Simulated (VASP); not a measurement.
Band structure of ZnS (wurtzite). These are AM05 GGA, VASP's PBE PAW potentials (set 64) (plane waves; VASP) values and carry that method's errors.

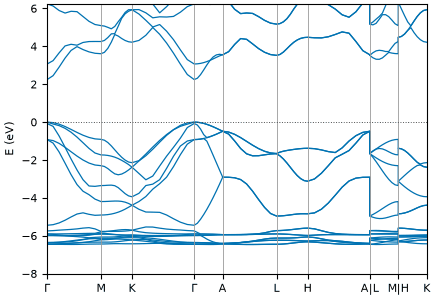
Fig. 1. Bands along high-symmetry lines, zero at the valence-band maximum or, without a gap, the Fermi level

Question: Read the plot: is there a gap, and where are the band edges?

Answer: The gap is direct, 2.25 eV, from the valence maximum at Γ to the conduction minimum at Γ. (Edges off the drawn lines would not show.)

Measured: gap 3.91 eV (computed value off by -1.66 eV), as given by Mehmet Aras et al., The Journal of Chemical Physics (2014), arXiv:1312.4272.

The compound is ZnS in the wurtzite structure, the high-temperature form. It was relaxed first.
